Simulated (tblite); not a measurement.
## Frequency calculation of C$_{5}$H$_{17}$N$_{3}$Si

The run: frequency calculation of C$_{5}$H$_{17}$N$_{3}$Si. Method and program: GFN2-xTB harmonic vibrations, gas phase (tblite 0.8.0).

It belongs to a series of runs on one base structure; here: H on C replaced by CH2NH2.

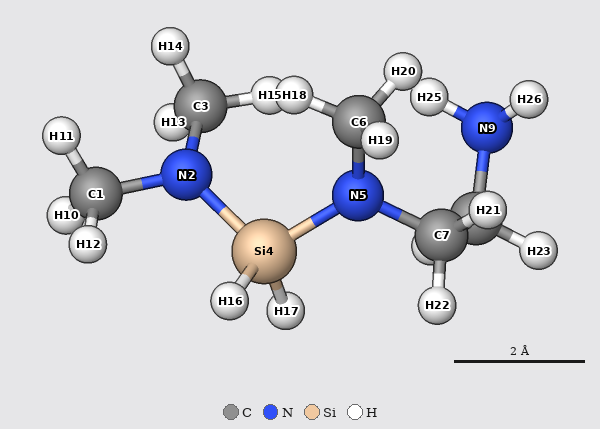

*The structure as given in the input (ball-and-stick view, seen at a tilt; atoms are numbered from 1 in the order of the input).*

Bond lengths as drawn: C–C 1.54 Å, C–H 1.09 to 1.10 Å, C–N 1.44 to 1.45 Å, H–N 1.01 to 1.02 Å, H–Si 1.47 Å and N–Si 1.72 Å.

### The input
```
{"job": {"kind": "ir", "xc": "GFN2-xTB", "basis": "xTB"}, "charge": 0, "multiplicity": 1}
C      3.271027    -0.169969    -0.786136
N      1.896223     0.111562    -0.473378
C      1.687691     1.500693    -0.149662
Si     0.851779    -1.115550     0.126529
N     -0.746379    -0.601519    -0.243313
C     -1.088770    -0.096268    -1.551251
C     -1.869363    -1.072214     0.539335
C     -2.179535    -0.129081     1.718437
N     -2.499539     1.235162     1.344718
H      3.935076     0.049868     0.059900
H      3.592960     0.440670    -1.635719
H      3.382176    -1.218778    -1.045215
H      2.310811     1.816414     0.696494
H      1.941294     2.128986    -1.010270
H      0.645809     1.662988     0.110354
H      1.289518    -2.338580    -0.564306
H      0.859588    -1.338715     1.579722
H     -0.187360     0.265739    -2.037607
H     -1.533009    -0.876854    -2.181684
H     -1.804440     0.728971    -1.479650
H     -2.752072    -1.146489    -0.104865
H     -1.664675    -2.069847     0.938275
H     -3.023995    -0.531686     2.285080
H     -1.306656    -0.091925     2.373947
H     -1.719374     1.631551     0.830799
H     -3.309831     1.247487     0.732430
```

The first line tells a small driver script what to run in tblite; the rest is the geometry in Å.

Launched with:
```bash
OMP_NUM_THREADS=1 python <driver script> task.json out
```

### The program's output
```
mode    cm-1     km/mol
  1      37.5      0.49
  2      40.6      0.20
  3      61.2      0.25
  4     100.2      1.08
  5     115.6      1.59
  6     156.0      4.97
  7     166.2      3.54
  8     192.7      2.01
  9     205.8      0.28
 10     246.9     11.64
 11     266.2      1.52
 12     281.7      5.67
 13     308.5     20.98
 14     348.2     19.93
 15     390.4      4.62
 16     404.9      1.21
 17     487.9     12.35
 18     537.3    144.42
 19     611.2      8.82
 20     669.4     28.12
 21     701.2      7.04
 22     794.6    348.31
 23     813.2    231.52
 24     864.6      1.24
 25     909.7     19.48
 26     951.1    114.76
 27    1001.1    138.14
 28    1038.8    122.58
 29    1052.8     66.01
 30    1056.0      9.05
 31    1092.2      0.34
 32    1101.5      4.10
 33    1106.6     12.59
 34    1124.7      5.65
 35    1129.2      4.96
 36    1186.8     17.27
 37    1212.1     56.73
 38    1235.3     51.61
 39    1301.8     31.50
 40    1310.2     84.36
 41    1320.1     15.09
 42    1323.8     45.12
 43    1338.1     16.74
 44    1413.3      1.50
 45    1417.7      0.56
 46    1426.9      0.24
 47    1467.3      2.32
 48    1476.5      0.53
 49    1481.1      0.03
 50    1488.8      3.73
 51    1492.4      2.20
 52    1503.2      7.37
 53    1508.3      3.25
 54    1513.0      1.41
 55    1571.9     25.40
 56    2166.1    490.07
 57    2209.0    209.28
 58    2879.6     88.14
 59    2884.5     94.04
 60    2886.2     47.39
 61    2923.1     21.29
 62    2929.8     35.42
 63    2934.2     86.78
 64    2935.9    102.68
 65    2938.5     69.15
 66    2956.3     74.42
 67    2978.9     53.24
 68    3041.8     29.83
 69    3042.8     32.79
 70    3043.0     25.08
 71    3374.4     13.04
 72    3408.7      8.30
```

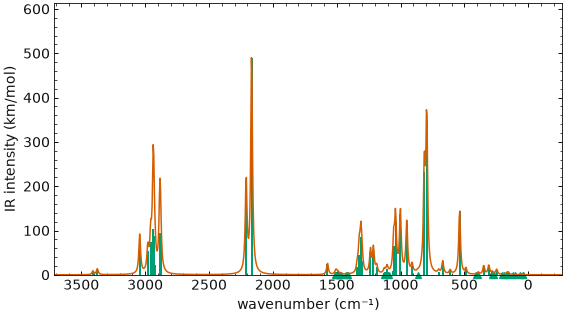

*Harmonic infrared spectrum, unscaled: sticks (degenerate modes added up, dark ones marked on the axis) with a Lorentzian envelope of 16 cm⁻¹ full width, scaled to the tallest stick.*

72 modes from 38 to 3409 cm⁻¹, none imaginary. The strongest line is at 2166 cm⁻¹ (490 km/mol).

### Results in brief

```json
{"quantity": "outcome", "value": "converged"}
{"quantity": "total energy", "value": "−813.6714 eV"}
{"quantity": "zero-point energy", "value": "139.9360 kcal/mol"}
{"quantity": "hardware", "value": "1 CPU thread, shared host"}
{"quantity": "wall time", "value": "2.4 s"}
{"quantity": "peak memory", "value": "0.19 GiB"}
```
